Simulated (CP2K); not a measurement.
# Two attempts at AlSiH5 (AlH2(SiH3))

Wanted: energy and forces of AlSiH5 (AlH2(SiH3)), AM1.

The results are computed with CP2K 2026.2.

2 further runs of the same task are left out: 1 that didn't finish, 1 set aside as unsound or not needed.

## 1. The molecule

AlSiH5 has 7 atoms, charge 0, and is taken as a singlet. SMILES: `[H][Al]([H])[SiH3]`. The shape comes from GFN2-xTB, which is rough for such elements, and wasn't checked as a minimum.

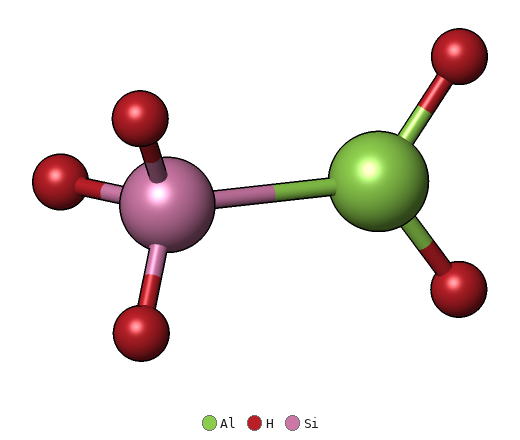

Viewed from a chosen angle; aluminium green, hydrogen red, silicon pink.

## 2. The input as first written

File mol.inp:

```
&FORCE_EVAL
    METHOD Quickstep
    &DFT
        &QS
            METHOD AM1
            EPS_DEFAULT 1.0E-10
            &SE
                &COULOMB
                    CUTOFF [angstrom] 50
                    RC_RANGE [angstrom] 0
                &END COULOMB
                &EXCHANGE
                    CUTOFF [angstrom] 50
                    RC_RANGE [angstrom] 0
                &END EXCHANGE
            &END SE
        &END QS
        &POISSON
            PERIODIC NONE
            POISSON_SOLVER ANALYTIC
        &END POISSON
        # self-consistent field
        &SCF
            SCF_GUESS ATOMIC
            EPS_SCF 1.0E-07
            MAX_SCF 69
            &DIAGONALIZATION
                ALGORITHM STANDARD
            &END DIAGONALIZATION
            &MIXING
                METHOD DIRECT_P_MIXING
                ALPHA 0.4
            &END MIXING
        &END SCF
        # extra output
        &PRINT
            &MOMENTS
                PERIODIC F
                REFERENCE COM
                MAX_MOMENT 1
            &END MOMENTS
            &MO ON
                ENERGIES T
                OCCUPATION_NUMBERS T
                NDIGITS 6
                &EACH
                    QS_SCF 0
                &END EACH
                ADD_LAST NUMERIC
            &END MO
            &HIRSHFELD OFF
            &END HIRSHFELD
        &END PRINT
    &END DFT
    &SUBSYS
        &CELL
            ABC 15.7 16.7 11.9
            PERIODIC NONE
        &END CELL
        &COORD
            Al     1.300207     2.270884     0.007294
            H      4.243210     2.579476     0.106713
            H      0.100874     4.976008    -0.031332
            Si    -0.977725    -1.696577    -0.031653
            H     -3.498696    -1.580586     1.182250
            H      0.335634    -3.765638     1.324944
            H     -1.503504    -2.783548    -2.558217
        &END COORD
        &TOPOLOGY
            &CENTER_COORDINATES
            &END CENTER_COORDINATES
        &END TOPOLOGY
    &END SUBSYS
    &PRINT
        &FORCES ON
        &END FORCES
    &END PRINT
&END FORCE_EVAL

&GLOBAL
    PROJECT_NAME mol
    RUN_TYPE ENERGY_FORCE
    PRINT_LEVEL MEDIUM
&END GLOBAL
```

Run with:

```sh
$ OMP_NUM_THREADS=1 cp2k.psmp -i mol.inp > mol.out 2>&1
```

The log of the run:

```text
CP2K| version string:                                       CP2K version 2026.2
[...]
 GLOBAL| Method name                                                        CP2K
[...]
 GLOBAL| Run type                                                   ENERGY_FORCE
[...]
                             - Atoms:                                          7
[...]
                             - Spherical basis functions:                     13
[...]
 Number of electrons:                                                         12
[...]
     1 P_Mix/Diag. 0.40E+00    0.0     1.15452870        -5.4345619212 -5.43E+00
[...]
    29 DIIS/Diag.  0.52E-07    0.0     0.00000007        -6.4756513228 -4.80E-14
  *** SCF run converged in    29 steps ***
  Core-core repulsion energy [eV]:                            177.71105740531962
  Core Hamiltonian energy [eV]:                              -248.30985726563708
  Two-electron integral energy [eV]:                         -211.22526800976362
  Electronic energy [eV]:                                    -353.92249127051895
  Total energy [eV]:                                         -176.21143386519927
  Atomic reference energy [eV]:                               201.84872115935497
  Heat of formation [kcal/mol]:                               591.20993676846717
[...]
 SE_DIPOLE| Moment [Debye]         -0.99571021      -1.75019665       0.02040524
 SE_DIPOLE| Derivative [a.u.]       0.00000000       0.00000000       0.00000000
 ENERGY| Total FORCE_EVAL ( QS ) energy [hartree]             -6.475651322773239
 FORCES| Atomic forces [hartree/bohr]
 FORCES|   Atom     x               y               z               |f|
 FORCES|      1  1.58995449E-02  2.76114493E-02  6.24220456E-04   3.18681237E-02
 FORCES|      2 -3.26727326E-02 -4.86408217E-03 -1.10570089E-03   3.30513135E-02
 FORCES|      3  1.21164238E-02 -3.08517849E-02  3.86810947E-04   3.31480011E-02
 FORCES|      4 -2.69863266E-02 -4.73139656E-02  7.48933260E-04   5.44741596E-02
 FORCES|      5  4.47161330E-02 -1.40720798E-03 -2.13582295E-02   4.95750618E-02
 FORCES|      6 -2.27219913E-02  3.69928803E-02 -2.38394343E-02   4.95285848E-02
 FORCES|      7  9.64894890E-03  1.98327109E-02  4.45434000E-02   4.97046590E-02
 FORCES| Sum    -3.12250226E-17 -1.38777878E-17  1.38777878E-17
 FORCES| Total atomic force                                       3.68807270E-17
[...]
```

Wall time 0.42 s (1 thread of Arm Neoverse N1, shared host); peak memory 0.14 GiB.

## 3. What went wrong

The run finished; that doesn't make the result usable.

What is wrong: numbers in bohr are read as ångström, which stretches the molecule by 1.89. As the program read them, the closest atoms are 2.80 Å apart, against 1.48 Å in the sound input.

## 4. The mended input

File run.inp:

```
&GLOBAL
  PROJECT run
  RUN_TYPE ENERGY_FORCE
  PRINT_LEVEL MEDIUM
&END

&FORCE_EVAL
  METHOD QUICKSTEP
  &DFT
    &QS
      METHOD AM1
      EPS_DEFAULT 1.0E-10
      &SE
        &COULOMB
          CUTOFF [angstrom] 50
          RC_RANGE [angstrom] 0
        &END
        &EXCHANGE
          CUTOFF [angstrom] 50
          RC_RANGE [angstrom] 0
        &END
      &END
    &END
    &POISSON
      PERIODIC NONE
      POISSON_SOLVER ANALYTIC
    &END
    &SCF
      SCF_GUESS ATOMIC
      EPS_SCF 1.0E-07
      MAX_SCF 100
      &DIAGONALIZATION
        ALGORITHM STANDARD
      &END
      &MIXING
        METHOD DIRECT_P_MIXING
        ALPHA 0.4
      &END
    &END
    # extra output
    &PRINT
      &MOMENTS
        PERIODIC F
        REFERENCE COM
        MAX_MOMENT 1
      &END
      &MO ON
        ENERGIES T
        OCCUPATION_NUMBERS T
        NDIGITS 6
        &EACH
          QS_SCF 0
        &END
        ADD_LAST NUMERIC
      &END
      &HIRSHFELD OFF
      &END
    &END
  &END
  &SUBSYS
    # box in angstrom
    &CELL
      ABC 12.1 12.6 10.1
      PERIODIC NONE
    &END
    &COORD
      Al     0.688040     1.201700     0.003860
      H      2.245410     1.365000     0.056470
      H      0.053380     2.633190    -0.016580
      Si    -0.517390    -0.897790    -0.016750
      H     -1.851430    -0.836410     0.625620
      H      0.177610    -1.992690     0.701130
      H     -0.795620    -1.472990    -1.353750
    &END
    &TOPOLOGY
      &CENTER_COORDINATES
      &END
    &END
  &END
  &PRINT
    &FORCES ON
    &END
  &END
&END
```

Run with:

```sh
$ OMP_NUM_THREADS=1 cp2k.psmp -i run.inp > run.out 2>&1
```

The log of the run:

```text
CP2K| version string:                                       CP2K version 2026.2
[...]
 GLOBAL| Method name                                                        CP2K
[...]
 GLOBAL| Run type                                                   ENERGY_FORCE
[...]
                             - Atoms:                                          7
[...]
                             - Spherical basis functions:                     13
[...]
 Number of electrons:                                                         12
[...]
     1 P_Mix/Diag. 0.40E+00    0.0     0.79794118        -5.1313810651 -5.13E+00
[...]
    28 DIIS/Diag.  0.60E-07    0.0     0.00000009        -7.3743668000 -2.13E-14
  *** SCF run converged in    28 steps ***
  Core-core repulsion energy [eV]:                            303.48503205603009
  Core Hamiltonian energy [eV]:                              -264.15789561110705
  Two-electron integral energy [eV]:                         -479.98772427520055
  Electronic energy [eV]:                                    -504.15175774870733
  Total energy [eV]:                                         -200.66672569267723
  Atomic reference energy [eV]:                               201.84872115935497
  Heat of formation [kcal/mol]:                                27.25746515601339
[...]
 SE_DIPOLE| Moment [Debye]          0.04237850       0.06948185       0.06432103
 SE_DIPOLE| Derivative [a.u.]       0.00000000       0.00000000       0.00000000
 ENERGY| Total FORCE_EVAL ( QS ) energy [hartree]             -7.374366799957116
 FORCES| Atomic forces [hartree/bohr]
 FORCES|   Atom     x               y               z               |f|
 FORCES|      1  1.81261451E-02  3.09802644E-02  9.36774299E-05   3.58934910E-02
 FORCES|      2 -3.01611103E-02 -7.79982328E-03 -1.05281002E-03   3.11711121E-02
 FORCES|      3  8.17210339E-03 -2.99449593E-02  2.31229407E-04   3.10408977E-02
 FORCES|      4 -6.41065840E-03 -1.14120754E-02  1.30642085E-03   1.31544190E-02
 FORCES|      5  5.17617383E-03  4.64569629E-03 -1.17136814E-03   7.05318175E-03
 FORCES|      6  1.32754228E-03  6.79949608E-03 -1.36609088E-03   7.06128315E-03
 FORCES|      7  3.76980414E-03  6.73140118E-03  1.95894136E-03   7.95993947E-03
 FORCES| Sum    -4.16333634E-17 -3.12250226E-17 -5.33427469E-17
 FORCES| Total atomic force                                       7.45237387E-17
[...]
```

Wall time 0.4 s (1 thread of Arm Neoverse N1, shared host); peak memory 0.14 GiB.

## 5. What came out

At AM1:

```
                                 quantity          value
                             total energy    -7.37437 Eh
                            dipole moment         0.10 D
                              HOMO energy      -10.32 eV
heat of formation at this unrelaxed shape  27.3 kcal/mol
                 largest force on an atom     1.846 eV/Å
```

What this shows: The first attempt's energy was +24.455 eV off this one. The largest force is 1.85 eV/Å: the shape isn't a stationary point for this species at this level.
